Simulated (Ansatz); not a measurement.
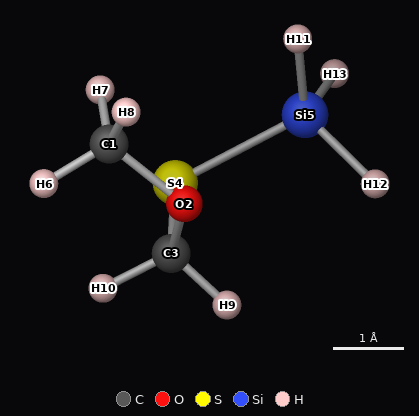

Fig. 1: The input geometry (ball-and-stick view, seen at a tilt; atoms are numbered from 1 in the order of the input). Bond lengths as drawn: C–H 1.10 to 1.11 Å, C–O 1.40 to 1.43 Å, C–S 1.88 Å, H–Si 1.50 Å and S–Si 2.16 Å.

**Nudged elastic band, with input and output: C2H8OSSi (part 1 of 2)**

The run: nudged elastic band of C2H8OSSi. Method and program: UKS PBE-D4/6-31G* (Ansatz 0.2.0).

It belongs to a series of runs on one base structure; here: band between the two ends. Figures and captions count atoms from 1; the log counts them from 0 in places.

**Input**
```yaml
crystal:
  periodic: [false, false, false]
  atoms:
    - { symbol: C, position_ang: [-0.693818, -0.726896, 1.636389] }
    - { symbol: O, position_ang: [0.536562, -0.291535, 1.056629] }
    - { symbol: C, position_ang: [0.867818, -0.971, -0.118517] }
    - { symbol: S, position_ang: [-0.223431, -0.580638, -1.598457] }
    - { symbol: Si, position_ang: [-0.061342, 1.567006, -1.491184] }
    - { symbol: H, position_ang: [-0.663445, -1.812127, 1.860914] }
    - { symbol: H, position_ang: [-1.548056, -0.522859, 0.96403] }
    - { symbol: H, position_ang: [-0.812202, -0.160942, 2.571793] }
    - { symbol: H, position_ang: [1.899613, -0.679703, -0.364396] }
    - { symbol: H, position_ang: [0.798214, -2.071607, -0.006597] }
    - { symbol: H, position_ang: [-0.890207, 2.170905, -0.396989] }
    - { symbol: H, position_ang: [1.372094, 1.964998, -1.291264] }
    - { symbol: H, position_ang: [-0.561301, 2.079598, -2.807552] }
magnetization:
  spin_polarized: true
basis:
  gaussian: { orbitals: "6-31G*" }
hamiltonian:
  xc: pbe
  dispersion: d4
neb:
  order_check: false
  images: 7
  f_tol: 0.05
  max_iterations: 60
  final_atoms:
    - { symbol: C, position_ang: [-0.70301797, -1.03779697, 1.75487637] }
    - { symbol: O, position_ang: [0.41841621, -0.24759242, 1.34594553] }
    - { symbol: C, position_ang: [0.8987587, -0.56105414, 0.09383514] }
    - { symbol: S, position_ang: [-0.26949411, 0.11626884, -1.26934162] }
    - { symbol: Si, position_ang: [0.45453169, 2.39345593, -1.44969108] }
    - { symbol: H, position_ang: [-0.46469023, -2.11916387, 1.7100616] }
    - { symbol: H, position_ang: [-1.5901887, -0.83555405, 1.12534943] }
    - { symbol: H, position_ang: [-0.9185539, -0.74916252, 2.79342069] }
    - { symbol: H, position_ang: [1.85651544, -0.03598306, -0.04587101] }
    - { symbol: H, position_ang: [0.98076692, -1.65193917, -0.08927436] }
    - { symbol: H, position_ang: [-0.88339049, 2.79432143, -0.79732257] }
    - { symbol: H, position_ang: [0.42484678, -0.43839294, -2.29928671] }
    - { symbol: H, position_ang: [-0.18400135, 2.33779295, -2.85790241] }
  initial_path:
    images:
      - { positions_ang: [[-0.693818, -0.726896, 1.636389], [0.536562, -0.291535, 1.056629], [0.867818, -0.971, -0.118517], [-0.223431, -0.580638, -1.598457], [-0.061342, 1.567006, -1.491184], [-0.663445, -1.812127, 1.860914], [-1.548056, -0.522859, 0.96403], [-0.812202, -0.160942, 2.571793], [1.899613, -0.679703, -0.364396], [0.798214, -2.071607, -0.006597], [-0.890207, 2.170905, -0.396989], [1.372094, 1.964998, -1.291264], [-0.561301, 2.079598, -2.807552]] }
      - { positions_ang: [[-0.70169381, -0.80200802, 1.66397188], [0.47108547, -0.26548364, 1.09450909], [0.84430815, -0.9033778, -0.09503565], [-0.18417177, -0.48121479, -1.56353052], [-0.00067542, 1.65388813, -1.49941669], [-0.60105707, -1.85283276, 1.88630659], [-1.55862767, -0.64990394, 0.98401617], [-0.88016805, -0.24664739, 2.59384868], [1.88316322, -0.59052197, -0.28888835], [0.81439493, -2.00260512, 0.00852739], [-0.80364353, 2.26911627, -0.38633586], [1.258336, 1.65749479, -1.57626748], [-0.52075146, 2.17929624, -2.80690625]] }
      - { positions_ang: [[-0.70956963, -0.87712005, 1.69155477], [0.40560895, -0.23943229, 1.13238918], [0.82079831, -0.8357556, -0.07155429], [-0.14491253, -0.38179157, -1.52860404], [0.05999117, 1.74077026, -1.50764938], [-0.53866914, -1.89353852, 1.91169918], [-1.56919934, -0.77694889, 1.00400233], [-0.94813411, -0.33235277, 2.61590436], [1.86671343, -0.50134093, -0.21338069], [0.83057587, -1.93360324, 0.02365177], [-0.71708007, 2.36732754, -0.37568273], [1.14457801, 1.34999158, -1.86127096], [-0.48020193, 2.27899449, -2.8062605]] }
      - { positions_ang: [[-0.71744544, -0.95223207, 1.71913765], [0.34013242, -0.21338093, 1.17026928], [0.79728846, -0.7681334, -0.04807294], [-0.1056533, -0.28236836, -1.49367755], [0.12065775, 1.82765239, -1.51588207], [-0.47628121, -1.93424429, 1.93709177], [-1.579771, -0.90399383, 1.0239885], [-1.01610016, -0.41805816, 2.63796003], [1.85026365, -0.4121599, -0.13787304], [0.8467568, -1.86460136, 0.03877616], [-0.6305166, 2.46553881, -0.36502959], [1.03082001, 1.04248837, -2.14627443], [-0.43965239, 2.37869273, -2.80561475]] }
      - { positions_ang: [[-0.72532126, -1.0273441, 1.74672054], [0.27465589, -0.18732957, 1.20814937], [0.77377862, -0.7005112, -0.02459159], [-0.06639407, -0.18294514, -1.45875107], [0.18132434, 1.91453453, -1.52411476], [-0.41389327, -1.97495005, 1.96248436], [-1.59034267, -1.03103878, 1.04397466], [-1.08406622, -0.50376354, 2.66001571], [1.83381387, -0.32297887, -0.06236539], [0.86293774, -1.79559948, 0.05390054], [-0.54395313, 2.56375008, -0.35437646], [0.91706202, 0.73498515, -2.43127791], [-0.39910285, 2.47839098, -2.804969]] }
      - { positions_ang: [[-0.71974544, -1.02995732, 1.7487595], [0.31059597, -0.20239529, 1.24259841], [0.80502364, -0.66564694, 0.00501509], [-0.11716908, -0.10814165, -1.41139871], [0.24962618, 2.03426488, -1.50550884], [-0.42659251, -2.0110035, 1.89937867], [-1.59030418, -0.9821676, 1.06431835], [-1.04268814, -0.56511329, 2.69336696], [1.83948926, -0.25122992, -0.05824179], [0.89239503, -1.7596844, 0.01810682], [-0.62881247, 2.62139292, -0.46511299], [0.79400821, 0.44164063, -2.39828011], [-0.34532747, 2.44324147, -2.81820235]] }
      - { positions_ang: [[-0.71416961, -1.03257054, 1.75079845], [0.34653605, -0.217461, 1.27704745], [0.83626866, -0.63078267, 0.03462177], [-0.16794409, -0.03333815, -1.36404635], [0.31792801, 2.15399523, -1.48690292], [-0.43929175, -2.04705696, 1.83627298], [-1.59026569, -0.93329642, 1.08466204], [-1.00131006, -0.62646303, 2.7267182], [1.84516465, -0.17948096, -0.0541182], [0.92185233, -1.72376933, -0.01768691], [-0.71367181, 2.67903576, -0.57584951], [0.6709544, 0.14829611, -2.36528231], [-0.2915521, 2.40809196, -2.83143571]] }
      - { positions_ang: [[-0.70859379, -1.03518375, 1.75283741], [0.38247613, -0.23252671, 1.31149649], [0.86751368, -0.59591841, 0.06422846], [-0.2187191, 0.04146535, -1.31669399], [0.38622985, 2.27372558, -1.468297], [-0.45199099, -2.08311041, 1.77316729], [-1.59022719, -0.88442524, 1.10500574], [-0.95993198, -0.68781278, 2.76006945], [1.85084005, -0.10773201, -0.0499946], [0.95130962, -1.68785425, -0.05348064], [-0.79853115, 2.7366786, -0.68658604], [0.54790059, -0.14504842, -2.33228451], [-0.23777672, 2.37294246, -2.84466906]] }
      - { positions_ang: [[-0.70301797, -1.03779697, 1.75487637], [0.41841621, -0.24759242, 1.34594553], [0.8987587, -0.56105414, 0.09383514], [-0.26949411, 0.11626884, -1.26934162], [0.45453169, 2.39345593, -1.44969108], [-0.46469023, -2.11916387, 1.7100616], [-1.5901887, -0.83555405, 1.12534943], [-0.9185539, -0.74916252, 2.79342069], [1.85651544, -0.03598306, -0.04587101], [0.98076692, -1.65193917, -0.08927436], [-0.88339049, 2.79432143, -0.79732257], [0.42484678, -0.43839294, -2.29928671], [-0.18400135, 2.33779295, -2.85790241]] }
```

Run on 2 threads of Intel Xeon Gold (Sapphire Rapids), 16 GiB of memory available, shared host.

Launch command:
```bash
ansatz run input.yaml --threads 2 --pin off --max-ram 3072MiB --backend cpu --events-out ev --progress --plain --runs-dir out
```

**What the program printed**
```
Engine: ansatz 0.2.0, x86_64-unknown-linux-gnu
Functional definition: PBE
  parameter kappa = 0.804
  parameter beta = 0.06672455060314922
  exchange = pbe_x(kappa = kappa, mu = beta*pi^2/3)
  correlation = pbe_c(beta = beta)
1245 factors; their error is unknown
mean field evaluation 1: about -22944.5238 eV, gradient 3.2e1 eV
mean field evaluation 2: about -22936.2788 eV, gradient 5.4e1 eV
mean field evaluation 4: about -22949.3679 eV, gradient 3.3e0 eV
mean field evaluation 8: about -22949.4146 eV, gradient 1.1e-1 eV
mean field evaluation 16: about -22949.3213 eV, gradient 3.8e-4 eV
mean field -22949.32126184 eV, -843.3720007638 hartree, gradient 6.3e-5 eV, S^2 0.000000; 0 other end points of the search recorded, 0 dependent functions left out
the calculation of the forces begins
reference -22949.32129547 eV, -843.3720019999 hartree; 29, 29 occupied and 70, 70 virtual orbitals, 1245 factors
1245 factors; their error is unknown
mean field evaluation 32: about -22947.2401 eV, gradient 2.4e-3 eV
mean field -22947.24012203 eV, -843.2955202868 hartree, gradient 1.1e-5 eV, S^2 0.000000; 0 other end points of the search recorded, 0 dependent functions left out
[... from here on the field's lines of each further geometry are left out, up to the last ...]
NEB iter   1: max|band force component| = 9.871e0 eV/Å  barrier→ = 4.0036 eV  barrier← = 1.9209 eV  Δτ_max = 0.2000 Å  (320 SCF iters)
NEB iter   2: max|band force component| = 4.290e0 eV/Å  barrier→ = 2.7680 eV  barrier← = 0.6852 eV  Δτ_max = 0.2000 Å  (220 SCF iters)
NEB iter   3: max|band force component| = 1.921e0 eV/Å  barrier→ = 2.6291 eV  barrier← = 0.5464 eV  Δτ_max = 0.2000 Å  (221 SCF iters)
NEB iter   4: max|band force component| = 7.358e-1 eV/Å  barrier→ = 2.5939 eV  barrier← = 0.5112 eV  Δτ_max = 0.1191 Å  (218 SCF iters)
NEB iter   5: max|band force component| = 4.127e-1 eV/Å  barrier→ = 2.5574 eV  barrier← = 0.4747 eV  CI = image 5  Δτ_max = 0.1102 Å  (217 SCF iters)
NEB iter   6: max|band force component| = 3.038e-1 eV/Å  barrier→ = 2.5503 eV  barrier← = 0.4675 eV  CI = image 5  Δτ_max = 0.1030 Å  (212 SCF iters)
NEB iter   7: max|band force component| = 1.420e-1 eV/Å  barrier→ = 2.5415 eV  barrier← = 0.4587 eV  CI = image 5  Δτ_max = 0.0983 Å  (212 SCF iters)
NEB iter   8: max|band force component| = 1.585e-1 eV/Å  barrier→ = 2.5358 eV  barrier← = 0.4531 eV  CI = image 5  Δτ_max = 0.0493 Å  (216 SCF iters)
NEB iter   9: max|band force component| = 1.289e-1 eV/Å  barrier→ = 2.5313 eV  barrier← = 0.4486 eV  CI = image 5  Δτ_max = 0.0492 Å  (217 SCF iters)
NEB iter  10: max|band force component| = 1.616e-1 eV/Å  barrier→ = 2.5299 eV  barrier← = 0.4471 eV  CI = image 5  Δτ_max = 0.0247 Å  (218 SCF iters)
NEB iter  11: max|band force component| = 8.194e-2 eV/Å  barrier→ = 2.5281 eV  barrier← = 0.4454 eV  CI = image 5  Δτ_max = 0.0492 Å  (221 SCF iters)
NEB iter  12: max|band force component| = 1.663e-1 eV/Å  barrier→ = 2.5252 eV  barrier← = 0.4424 eV  CI = image 5  Δτ_max = 0.0247 Å  (219 SCF iters)
NEB iter  13: max|band force component| = 4.764e-2 eV/Å  barrier→ = 2.5237 eV  barrier← = 0.4409 eV  CI = image 5  Δτ_max = 0.0491 Å  (212 SCF iters)
NEB iter  14: max|band force component| = 1.481e-1 eV/Å  barrier→ = 2.5205 eV  barrier← = 0.4377 eV  CI = image 5  Δτ_max = 0.0984 Å  (32 SCF iters)
NEB iter  15: max|band force component| = 2.027e-1 eV/Å  barrier→ = 2.5140 eV  barrier← = 0.4312 eV  CI = image 5  Δτ_max = 0.1942 Å  (211 SCF iters)
NEB iter  16: max|band force component| = 1.825e-1 eV/Å  barrier→ = 2.5060 eV  barrier← = 0.4233 eV  CI = image 5  Δτ_max = 0.1949 Å  (218 SCF iters)
NEB iter  17: max|band force component| = 2.537e-1 eV/Å  barrier→ = 2.4980 eV  barrier← = 0.4153 eV  CI = image 5  Δτ_max = 0.0984 Å  (214 SCF iters)
NEB iter  18: max|band force component| = 4.261e-1 eV/Å  barrier→ = 2.4928 eV  barrier← = 0.4100 eV  CI = image 5  Δτ_max = 0.0495 Å  (217 SCF iters)
NEB iter  19: max|band force component| = 1.550e-1 eV/Å  barrier→ = 2.4905 eV  barrier← = 0.4077 eV  CI = image 5  Δτ_max = 0.0996 Å  (220 SCF iters)
NEB iter  20: max|band force component| = 1.156e0 eV/Å  barrier→ = 2.4878 eV  barrier← = 0.4050 eV  CI = image 5  Δτ_max = 0.0497 Å  (216 SCF iters)
NEB iter  21: max|band force component| = 7.023e-2 eV/Å  barrier→ = 2.4870 eV  barrier← = 0.4042 eV  CI = image 5  Δτ_max = 0.0990 Å  (220 SCF iters)
NEB iter  22: max|band force component| = 2.377e-1 eV/Å  barrier→ = 2.4867 eV  barrier← = 0.4039 eV  CI = image 5  Δτ_max = 0.0491 Å  (217 SCF iters)
NEB iter  23: max|band force component| = 6.226e-2 eV/Å  barrier→ = 2.4865 eV  barrier← = 0.4038 eV  CI = image 5  Δτ_max = 0.0860 Å  (196 SCF iters)
NEB iter  24: max|band force component| = 1.267e-1 eV/Å  barrier→ = 2.4866 eV  barrier← = 0.4039 eV  CI = image 5  Δτ_max = 0.0426 Å  (198 SCF iters)
NEB iter  25: max|band force component| = 6.151e-2 eV/Å  barrier→ = 2.4867 eV  barrier← = 0.4039 eV  CI = image 5  Δτ_max = 0.0856 Å  (190 SCF iters)
NEB iter  26: max|band force component| = 3.251e-1 eV/Å  barrier→ = 2.4867 eV  barrier← = 0.4039 eV  CI = image 5  Δτ_max = 0.0430 Å  (193 SCF iters)
the calculation of the forces begins
reference -22947.22607120 eV, -843.2950039281 hartree; 29, 29 occupied and 70, 70 virtual orbitals, 1245 factors
1245 factors; their error is unknown
mean field evaluation 1536: about -22946.8154 eV, gradient 1.1e-5 eV
mean field -22946.81540146 eV, -843.2799120937 hartree, gradient 1.4e-5 eV, S^2 0.000000; 1 other end points of the search recorded, 0 dependent functions left out
the calculation of the forces begins
reference -22946.81543464 eV, -843.2799133129 hartree; 29, 29 occupied and 70, 70 virtual orbitals, 1245 factors
NEB iter  27: max|band force component| = 2.800e-2 eV/Å  barrier→ = 2.4867 eV  barrier← = 0.4039 eV  CI = image 5  Δτ_max = 0.0000 Å  (419 SCF iters)
```
